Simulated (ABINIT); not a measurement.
**MgS (Niningerite): a self-consistent loop beyond G0W0, cycle by cycle**

How far does self-consistency move the gap of MgS (Niningerite)?

Calculated with ABINIT 10.8.3; LDA and many-body steps on it, plane waves.

### 1. Set-up

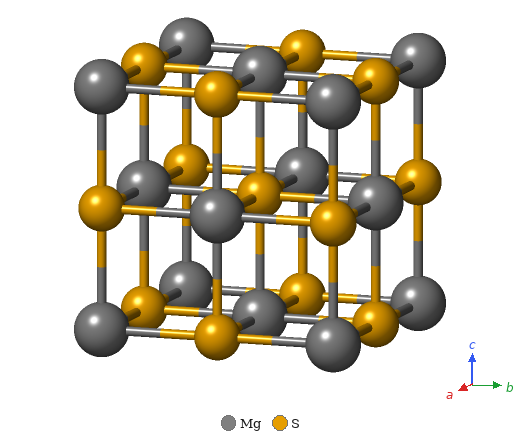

The starting structure, seen slightly off an axis (magnesium grey, sulfur orange). This picture shows the conventional cell, with its axes. Some periodic images of atoms are drawn too.

The cell and positions come from the Crystallography Open Database and are kept as given unless a step says otherwise.

### 2. Empty states on the mesh, 4×4×4 mesh, 54 bands

This step: ABINIT 10.8.3; DFT, LDA, plane waves, norm-conserving pseudopotentials.

The sums over transitions need many empty states on a uniform mesh; this step solves for them.

Input file run.abi:

```
acell 3*1.0 Angstrom
rprim 
  0.000000000000 2.601650000000 2.601650000000
  2.601650000000 0.000000000000 2.601650000000
  2.601650000000 2.601650000000 0.000000000000
ntypat 2
znucl 12 16
natom 2
typat 1 2
xred 
  0.000000000000 0.000000000000 0.000000000000
  0.500000000000 0.500000000000 0.500000000000
pp_dirpath "pseudos"
pseudos "Mg.upf, S.upf"
ecut 38
ngkpt 4 4 4
nshiftk 1
shiftk 0 0 0
kptopt 1
chksymbreak 0
iscf -2
irdden 1
istwfk *1
nband 54
nbdbuf 4
tolwfr 1e-09
nstep 60
prtvol 0
indata_prefix "in"
outdata_prefix "out"
tmpdata_prefix "tmp"
```

Run with:

```sh
$ OMP_NUM_THREADS=1 mpirun -n 4 abinit run.abi > log
```

Numbers of over 12 decimals in the logs are rounded to 6 here.

The program printed:

```text
.Version 10.8.3 of ABINIT. v10.8.2 released Aug 2026.

 Symmetries : space group Fm -3 m (#225); Bravais cF (face-center cubic)
[... echo of the input left out ...]
== DATASET  1 ==================================================================
-   mpi_nproc: 4, omp_nthreads: 1 (-1 if OMP is not activated)

--- !DatasetInfo
iteration_state: {dtset: 1, }
dimensions: {natom: 2, nkpt: 8, mband: 54, nsppol: 1, nspinor: 1, nspden: 1, mpw: 2698, }
cutoff_energies: {ecut:  38.0, pawecutdg:  -1.0, }
[...]
1.66779    1.66779    1.66779    1.73049    1.88175    1.88175    1.88175    2.00131
   2.00131    2.00131    2.01180    2.01180    2.01180    2.06964    2.07126    2.07126
   2.07126    2.10322    2.10322    2.10322    2.17275    2.19204
 prteigrs : prtvol=0 or 1, do not print more k-points.

== END DATASET(S) ==============================================================
================================================================================

 -outvars: echo values of variables after computation  --------
            nband          54
             nkpt           8
          spgroup         225
 [... the other variables as echoed above ...]

 Calculation completed.
```

The job ended after 6.2 s (4 MPI ranks of Arm Neoverse V2, shared host; peak memory 0.28 GiB; 24 s of CPU time).

This step gave:

```
gap                                                           : 2.559 eV
k of the valence top                                          : 0, 0, 0
k of the conduction bottom                                    : 0.5, 0.5, 0
least direct gap                                              : 3.476 eV
k points computed                                             : 8
lowest point of the top converged band, above the valence top : 53.1076 eV
```

On this mesh the gap is 2.559 eV.

The density comes from a self-consistent run that is not shown.

### 3. Screening, 4×4×4 mesh, 50 bands, screening to 130.6 eV

The RPA dielectric matrix is built and inverted for each q.

This step: RPA screening on LDA, plane waves, norm-conserving pseudopotentials.

run.abi: that of step 2 with these lines changed.

```diff
@@ -20,10 +20,11 @@
 chksymbreak 0
-iscf -2
-irdden 1
 istwfk *1
-nband 54
-nbdbuf 4
-tolwfr 1e-09
-nstep 60
-prtvol 0
+occopt 1
+irdwfk 1
+optdriver 3
+nband 50
+ecuteps 4.8
+inclvkb 2
+awtr 1
+symchi 1
 indata_prefix "in"
```

The program printed:

```text
.Version 10.8.3 of ABINIT. v10.8.2 released Aug 2026.

 Symmetries : space group Fm -3 m (#225); Bravais cF (face-center cubic)
[... echo of the input left out ...]
== DATASET  1 ==================================================================
-   mpi_nproc: 4, omp_nthreads: 1 (-1 if OMP is not activated)

--- !DatasetInfo
iteration_state: {dtset: 1, }
dimensions: {natom: 2, nkpt: 8, mband: 50, nsppol: 1, nspinor: 1, nspden: 1, mpw: 2698, }
cutoff_energies: {ecut:  38.0, pawecutdg:  -1.0, }
electrons: {nelect:   1.60000000E+01, charge:   0.00000000E+00, occopt:   1.00000000E+00, tsmear:   1.00000000E-02, }

 SCREENING: Calculation of the susceptibility and dielectric matrices

 Based on a program developped by R.W. Godby, V. Olevano, G. Onida, and L. Reining.
 Incorporated in ABINIT by V. Olevano, G.-M. Rignanese, and M. Torrent.
.Using double precision arithmetic ; gwpc =  8

[... cell and pseudopotentials left out ...]
--------------------------------------------------------------------------------

 ==== K-mesh for the wavefunctions ====
 Number of points in the irreducible wedge :     8
[... list of points left out ...]
 Together with 48 symmetry operations and time-reversal symmetry
 yields    64 points in the full Brillouin Zone.

 ==== Q-mesh for the screening function ====
 Number of points in the irreducible wedge :     8
[... list of points left out ...]
 Together with 48 symmetry operations and time-reversal symmetry
 yields    64 points in the full Brillouin Zone.

 setmesh: FFT mesh size selected  =    25x   25x   25
          total number of points  =        15625

 vcoul_init : cutoff-mode = AUXILIARY_FUNCTION
 q-points for optical limit:   1
     1)      0.000010    0.000020    0.000030

- screening: taking advantage of time-reversal symmetry
- Maximum band index for partially occupied states nbvw = 8
- Remaining bands to be divided among processors   nbcw = 42
- Number of bands treated by each node ~10

 Number of electrons calculated from density =   16.0000; Expected =   16.0000
 average of density, n =  0.067320
 r_s =    1.5249
 omega_plasma =   25.0282 [eV]

 calculating chi0 at frequencies [eV] :
  1    0.000000E+00    0.000000E+00
  2    0.000000E+00    2.502816E+01

--------------------------------------------------------------------------------
  q-point number  1        q = ( 0.000000, 0.000000, 0.000000) [r.l.u.]
--------------------------------------------------------------------------------
[... chi0 elements left out ...]
 For q-point:  0.000010 0.000020 0.000030
  dielectric constant =   6.5567
  dielectric constant without local fields =   7.5474

  Average fulfillment of the sum rule on Im[epsilon] for q-point    1 :     48.60  [%]
[... wings left out ...]
  q-point number  2        q = ( 0.250000, 0.000000, 0.000000) [r.l.u.]
--------------------------------------------------------------------------------
[... chi0 elements left out ...]
  Average fulfillment of the sum rule on Im[epsilon] for q-point    2 :     58.78  [%]

 [... 6 further q-points ...]
```

Wall time 4.6 s (4 MPI ranks); peak memory 0.49 GiB; 18 s of CPU time.

This step gave:

| Item | Value |
| --- | --- |
| ε∞ with local fields, on this mesh, along the program's q direction | 6.557 |
| the same without local fields | 7.547 |
| plasma frequency | 25.03 eV |
| plane waves in the screening matrix | 113 |

Local fields lower ε∞ by 13 %. On a Γ-centred mesh this coarse the value itself is usually too large, while a short band sum pulls it down.

### 4. G0W0

The self-energy is evaluated for the states that the input lists, and the levels follow from it, in one-shot runs by the linearised quasiparticle equation.

This step: G0W0 on LDA, plane waves, norm-conserving pseudopotentials.

run.abi: that of step 3 with these lines changed.

```diff
@@ -23,8 +23,17 @@
 irdwfk 1
-optdriver 3
+optdriver 4
 nband 50
+gwcalctyp 0
+ecutsigx 38
+symsigma 1
+nkptgw 2
+kptgw 
+  0.0000000000 0.0000000000 0.0000000000
+  0.5000000000 0.5000000000 0.0000000000
+bdgw 
+  6 12
+  7 10
 ecuteps 4.8
-inclvkb 2
-awtr 1
-symchi 1
+irdscr 1
+ppmodel 1
 indata_prefix "in"
```

The program printed:

```text
.Version 10.8.3 of ABINIT. v10.8.2 released Aug 2026.

 Symmetries : space group Fm -3 m (#225); Bravais cF (face-center cubic)
[... echo of the input left out ...]
== DATASET  1 ==================================================================
-   mpi_nproc: 4, omp_nthreads: 1 (-1 if OMP is not activated)

--- !DatasetInfo
iteration_state: {dtset: 1, }
dimensions: {natom: 2, nkpt: 8, mband: 50, nsppol: 1, nspinor: 1, nspden: 1, mpw: 2698, }
cutoff_energies: {ecut:  38.0, pawecutdg:  -1.0, }
electrons: {nelect:   1.60000000E+01, charge:   0.00000000E+00, occopt:   1.00000000E+00, tsmear:   1.00000000E-02, }

 SIGMA: Calculation of the GW corrections

 Based on a program developped by R.W. Godby, V. Olevano, G. Onida, and L. Reining.
 Incorporated in ABINIT by V. Olevano, G.-M. Rignanese, and M. Torrent.
.Using double precision arithmetic ; gwpc =  8

[... cell and pseudopotentials left out ...]
--------------------------------------------------------------------------------

 ==== K-mesh for the wavefunctions ====
 Number of points in the irreducible wedge :     8
[... list of points left out ...]
 Together with 48 symmetry operations and time-reversal symmetry
 yields    64 points in the full Brillouin Zone.

 ==== Q-mesh for screening function ====
 Number of points in the irreducible wedge :     8
[... list of points left out ...]
 Together with 48 symmetry operations and time-reversal symmetry
 yields    64 points in the full Brillouin Zone.

 vcoul_init : cutoff-mode = AUXILIARY_FUNCTION
 q-points for optical limit:   1
     1)      0.000010    0.000020    0.000030
 setmesh: FFT mesh size selected  =    40x   40x   40
          total number of points  =        64000

 Number of electrons calculated from density =   16.0000; Expected =   16.0000
 average of density, n =  0.067320
 r_s =    1.5249
 omega_plasma =   25.0282 [eV]

 === KS Band Gaps ===
  >>>> For spin  1
   Minimum direct gap =   3.4763 [eV], located at k-point      :   0.0000  0.0000  0.0000
   Fundamental gap    =   2.5588 [eV], Top of valence bands at :   0.0000  0.0000  0.0000
                                       Bottom of conduction at :   0.5000  0.5000  0.0000
 SIGMA fundamental parameters:
 PLASMON POLE MODEL  1
 number of plane-waves for SigmaX                 2685
 number of plane-waves for SigmaC and W            113
 number of plane-waves for wavefunctions          2685
 number of bands                                    50
 number of independent spin polarizations            1
 number of spinorial components                      1
 number of k-points in IBZ                           8
 number of q-points in IBZ                           8
 number of symmetry operations                      48
 number of k-points in BZ                           64
 number of q-points in BZ                           64
 number of frequencies for dSigma/dE                 9
 frequency step for dSigma/dE [eV]                0.25
 number of omega for Sigma on real axis              0
 max omega for Sigma on real axis  [eV]           0.00
 zcut for avoiding poles [eV]                     0.10

 EPSILON^-1 parameters (SCR file):
 dimension of the eps^-1 matrix on file            113
 dimension of the eps^-1 matrix used               113
 number of plane-waves for wavefunctions          2685
 number of bands                                    50
 number of q-points in IBZ                           8
 number of frequencies                               2
 number of real frequencies                          1
 number of imag frequencies                          1

 matrix elements of self-energy operator (all in [eV])

 Perturbative Calculation

--- !SelfEnergy_ee
iteration_state: {dtset: 1, }
kpoint     : [   0.000,    0.000,    0.000, ]
spin       : 1
KS_gap     :    3.476
QP_gap     :    5.110
Delta_QP_KS:    1.634
data: !SigmaeeData |
     Band     E0 <VxcDFT>   SigX SigC(E0)      Z dSigC/dE  Sig(E)    E-E0       E
        6   4.124 -13.284 -16.382   2.093   0.784  -0.276 -14.072  -0.787   3.337
        7   4.124 -13.284 -16.382   2.093   0.784  -0.276 -14.072  -0.787   3.337
        8   4.124 -13.284 -16.382   2.093   0.784  -0.276 -14.072  -0.787   3.337
        9   7.600 -11.356  -6.443  -3.867   0.809  -0.236 -10.510   0.846   8.447
       10  11.957  -9.766  -4.442  -4.160   0.812  -0.232  -8.821   0.945  12.902
       11  11.957  -9.766  -4.442  -4.160   0.812  -0.232  -8.821   0.945  12.902
       12  11.957  -9.766  -4.442  -4.160   0.812  -0.232  -8.821   0.945  12.902

--- !SelfEnergy_ee
iteration_state: {dtset: 1, }
kpoint     : [   0.500,    0.500,    0.000, ]
spin       : 1
KS_gap     :    4.261
QP_gap     :    6.069
Delta_QP_KS:    1.809
data: !SigmaeeData |
     Band     E0 <VxcDFT>   SigX SigC(E0)      Z dSigC/dE  Sig(E)    E-E0       E
        7   2.422 -12.459 -16.032   2.462   0.779  -0.284 -13.324  -0.865   1.557
        8   2.422 -12.459 -16.032   2.462   0.779  -0.284 -13.324  -0.865   1.557
        9   6.683 -10.852  -6.192  -3.505   0.817  -0.223  -9.908   0.944   7.627
       10   8.392  -8.957  -4.414  -3.657   0.821  -0.217  -8.229   0.728   9.119

== END DATASET(S) ==============================================================
================================================================================

 -outvars: echo values of variables after computation  --------
           etotal      0.0000000000E+00
            nband          50
             nkpt           8
          spgroup         225
 [... the other variables as echoed above ...]

 Calculation completed.
```

Elapsed: 2.8 s, on 4 MPI ranks; peak memory 0.16 GiB.

Numbers from this step:

```yaml
g0w0_gap_on_the_points_computed: 4.290 eV
starting_gap_on_the_mesh: 2.559 eV
k_of_the_valence_top: 0, 0, 0
k_of_the_conduction_bottom: 0.5, 0.5, 0
z_at_the_valence_top: 0.784
z_at_the_conduction_bottom: 0.817
least_direct_g0w0_gap_on_the_computed_points: 5.110 eV
```

The gap on the mesh goes from 2.56 eV to 4.29 eV, a correction of +1.73 eV.

### 5. evGW0, cycle 1

This step: evGW0 on LDA, plane waves, norm-conserving pseudopotentials.

run.abi: that of step 4 with these lines changed.

```diff
@@ -25,12 +25,24 @@
 nband 50
-gwcalctyp 0
+gwcalctyp 10
 ecutsigx 38
 symsigma 1
-nkptgw 2
+nkptgw 8
 kptgw 
   0.0000000000 0.0000000000 0.0000000000
+  0.2500000000 0.0000000000 0.0000000000
+  0.5000000000 0.0000000000 0.0000000000
+  0.2500000000 0.2500000000 0.0000000000
+  0.5000000000 0.2500000000 0.0000000000
+  -0.2500000000 0.2500000000 0.0000000000
   0.5000000000 0.5000000000 0.0000000000
+  -0.2500000000 0.5000000000 0.2500000000
 bdgw 
-  6 12
-  7 10
+  1 22
+  1 22
+  1 22
+  1 22
+  1 22
+  1 22
+  1 22
+  1 22
 ecuteps 4.8
```

The program printed:

```text
.Version 10.8.3 of ABINIT. v10.8.2 released Aug 2026.

 Symmetries : space group Fm -3 m (#225); Bravais cF (face-center cubic)
[... echo of the input left out ...]
== DATASET  1 ==================================================================
-   mpi_nproc: 4, omp_nthreads: 1 (-1 if OMP is not activated)

--- !DatasetInfo
iteration_state: {dtset: 1, }
dimensions: {natom: 2, nkpt: 8, mband: 50, nsppol: 1, nspinor: 1, nspden: 1, mpw: 2698, }
cutoff_energies: {ecut:  38.0, pawecutdg:  -1.0, }
electrons: {nelect:   1.60000000E+01, charge:   0.00000000E+00, occopt:   1.00000000E+00, tsmear:   1.00000000E-02, }

 SIGMA: Calculation of the GW corrections

 Based on a program developped by R.W. Godby, V. Olevano, G. Onida, and L. Reining.
 Incorporated in ABINIT by V. Olevano, G.-M. Rignanese, and M. Torrent.
.Using double precision arithmetic ; gwpc =  8

[... cell and pseudopotentials left out ...]
--------------------------------------------------------------------------------

 ==== K-mesh for the wavefunctions ====
 Number of points in the irreducible wedge :     8
[... list of points left out ...]
 Together with 48 symmetry operations and time-reversal symmetry
 yields    64 points in the full Brillouin Zone.

 ==== Q-mesh for screening function ====
 Number of points in the irreducible wedge :     8
[... list of points left out ...]
 Together with 48 symmetry operations and time-reversal symmetry
 yields    64 points in the full Brillouin Zone.

 vcoul_init : cutoff-mode = AUXILIARY_FUNCTION
 q-points for optical limit:   1
     1)      0.000010    0.000020    0.000030
 setmesh: FFT mesh size selected  =    40x   40x   40
          total number of points  =        64000

 Number of electrons calculated from density =   16.0000; Expected =   16.0000
[...]
QP_gap     :    6.069
Delta_QP_KS:    1.809
data: !SigmaeeData |
     Band     E_DFT   <VxcDFT>   E(N-1)  <Hhartree>   SigX  SigC[E(N-1)]    Z     dSigC/dE  Sig[E(N)]  DeltaE  E(N)_pert E(N)_diago
[...]
--- !SelfEnergy_ee
iteration_state: {dtset: 1, }
kpoint     : [  -0.250,    0.500,    0.250, ]
spin       : 1
KS_gap     :    7.489
QP_gap     :    9.213
Delta_QP_KS:    1.724
data: !SigmaeeData |
     Band     E_DFT   <VxcDFT>   E(N-1)  <Hhartree>   SigX  SigC[E(N-1)]    Z     dSigC/dE  Sig[E(N)]  DeltaE  E(N)_pert E(N)_diago
[...]
21    27.950   -10.743    27.950    38.692    -2.912    -8.026     0.472    -1.117   -10.835    -0.092    27.857    27.754
       22    27.950   -10.743    27.950    38.692    -2.912    -8.026     0.472    -1.117   -10.835    -0.092    27.857    27.754

 New Fermi energy :        2.013241E-01 Ha ,    5.478308E+00 eV
 New Exchange energy :    -9.677235E+00 Ha ,   -2.633310E+02 eV

 === QP Band Gaps ===
  >>>> For spin  1
   Minimum direct gap =   5.5273 [eV], located at k-point      :   0.0000  0.0000  0.0000
   Fundamental gap    =   4.7183 [eV], Top of valence bands at :   0.0000  0.0000  0.0000
                                       Bottom of conduction at :   0.5000  0.5000  0.0000

 writing QP data on file : out_QPS

 Convergence of QP corrections
 >>>>> For spin  1 <<<<<
.  kptgw no:  1; Maximum DeltaE = ( 210.413 -57.377) for band index:  1
.  kptgw no:  2; Maximum DeltaE = ( 205.859 -56.308) for band index:  1
.  kptgw no:  3; Maximum DeltaE = ( 250.312 -68.445) for band index:  1
[...]
.  kptgw no:  7; Maximum DeltaE = ( 223.965 -61.423) for band index:  1
.  kptgw no:  8; Maximum DeltaE = ( 232.926 -63.787) for band index:  1

== END DATASET(S) ==============================================================
================================================================================

 -outvars: echo values of variables after computation  --------
           etotal      0.0000000000E+00
            nband          50
             nkpt           8
          spgroup         225
 [... the other variables as echoed above ...]

 Calculation completed.
```

Run time: 31 s. Hardware: 4 MPI ranks; peak memory 1.1 GiB; 2.1 min of CPU time.

Numbers from this step:

```yaml
quasiparticle_gap_on_the_mesh: 4.718 eV
gap_of_the_density_functional_on_the_mesh: 2.559 eV
k_of_the_valence_top: 0, 0, 0
k_of_the_conduction_bottom: 0.5, 0.5, 0
z_at_the_valence_top: 0.784
z_at_the_conduction_bottom: 0.817
least_direct_quasiparticle_gap_on_the_computed_points: 5.527 eV
```

Against G0W0 in ABINIT (4×4×4 mesh, 50 bands, screening to 130.6 eV, Godby-Needs plasmon pole), the gap moves by +0.428 eV. This first cycle still uses the starting levels and takes the full correction.

### 6. evGW0, cycle 2

The corrected levels of the last cycle go back in.

run.abi: that of step 5 with these lines changed.

```diff
@@ -50,2 +50,3 @@
 ppmodel 1
+irdqps 1
 indata_prefix "in"
```

The program printed:

```text
.Version 10.8.3 of ABINIT. v10.8.2 released Aug 2026.

 Symmetries : space group Fm -3 m (#225); Bravais cF (face-center cubic)
[... echo of the input left out ...]
== DATASET  1 ==================================================================
-   mpi_nproc: 4, omp_nthreads: 1 (-1 if OMP is not activated)

--- !DatasetInfo
iteration_state: {dtset: 1, }
dimensions: {natom: 2, nkpt: 8, mband: 50, nsppol: 1, nspinor: 1, nspden: 1, mpw: 2698, }
cutoff_energies: {ecut:  38.0, pawecutdg:  -1.0, }
[...]
.  kptgw no:  3; Maximum DeltaE = (  -0.815   0.704) for band index:  1
[...]
.  kptgw no:  7; Maximum DeltaE = (  -0.848   0.739) for band index:  1
.  kptgw no:  8; Maximum DeltaE = (  -0.833   0.680) for band index:  1

== END DATASET(S) ==============================================================
================================================================================

 -outvars: echo values of variables after computation  --------
           etotal      0.0000000000E+00
            nband          50
             nkpt           8
          spgroup         225
 [... the other variables as echoed above ...]

 Calculation completed.
```

It took 32 s on 4 MPI ranks; peak memory 1.3 GiB; 2.1 min of CPU time.

Numbers from this step:

```yaml
quasiparticle_gap_on_the_mesh: 4.507 eV
gap_of_the_density_functional_on_the_mesh: 2.559 eV
k_of_the_valence_top: 0, 0, 0
k_of_the_conduction_bottom: 0.5, 0.5, 0
least_direct_quasiparticle_gap_on_the_computed_points: 5.336 eV
```

Against the cycle before, the gap moves by −0.211 eV.

(Part 1 of 3 ends here.)

[Paths, hosts, dates, memory and timing lines, banners, echoed tables and standing remarks are left out of the program output.]

[Logs are printed without paths, hosts, clocks, repeated set-up lines and the standing remarks that a program may print on its own settings, such as how far it seeks lower states.]

[Runs of the session that timed out or met a known fault of the program may be left out.]

[Hosts, paths, dates, database ids (printed as entryN), source tags and the programs' standing remarks are cut or masked in the printed files.]

[G0W0 gaps are taken among the corrected bands and points alone; a level outside them can change the order at an edge.]

[Where Ansatz stands beside ABINIT at settings called matched, ABINIT's density can come from a denser mesh and the files from another edition; pairs whose starting gaps differed by over 0.03 eV were left out, so agreement reads better than it is.]
